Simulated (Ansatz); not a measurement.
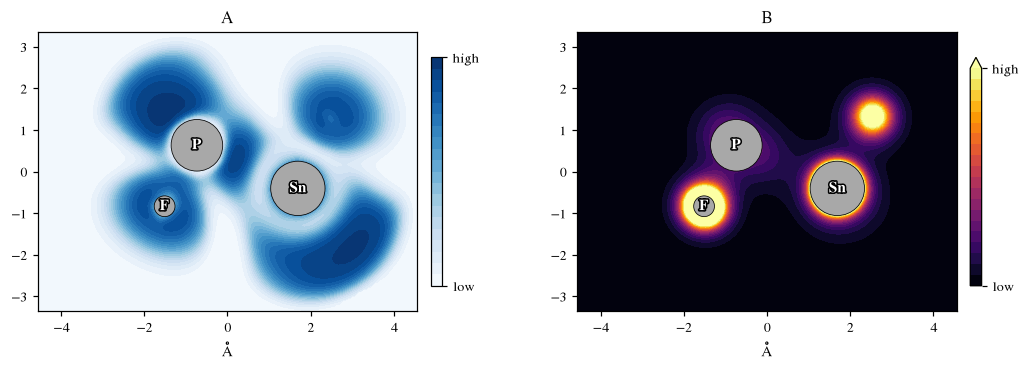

F$_{2}$HPSn: 2 fields on the plane of atoms F1, P3 and Sn4, with unlabelled colour scales. Grey discs cover the atomic cores.

Geometry: B3LYP-D3(BJ)/def2-SVP; core potentials replace the inner electrons of Sn.

Computed with isolated molecule in a Gaussian basis; Kohn-Sham density functional theory, functional PBE0 in Ansatz 0.2.0.

Input file:

```
crystal:
  periodic: [false, false, false]
  atoms:
    - {symbol: F, position_ang: [0.123125, 1.747765, 0.100567]}
    - {symbol: F, position_ang: [-2.291691, -2.179711, 0.227498]}
    - {symbol: P, position_ang: [-0.753600, 0.649857, -0.780801]}
    - {symbol: Sn, position_ang: [-1.610336, -0.690097, 1.325293]}
    - {symbol: H, position_ang: [0.273017, -0.352256, -0.931850]}
basis:
  gaussian: {orbitals: def2-TZVPD}
hamiltonian: {xc: {name: PBE0}}
output: {forces: true, orbitals: {seedname: orbitals}}
```

Launched as:

```sh
ansatz run input.yaml --threads 1 --pin off --max-ram 2610MiB --events-out events.jsonl --progress --plain --runs-dir runs
```

Which field does each panel show? The fields are: electron density and electron localisation function.

Panel A: electron localisation function. Panel B: electron density. From the grid: P–F (1.66 Å): ρ at the midpoint is about 1.2 e/Å³; the ELF peaks at about 0.80 between the atoms; a shared but strongly polarised pair. Sn–P (2.64 Å): ρ is about 0.48 e/Å³ halfway; the ELF peaks at about 0.95 in the valence shell of P, 1.0 Å from its nucleus, and drops to about 0.20 between the two atoms.
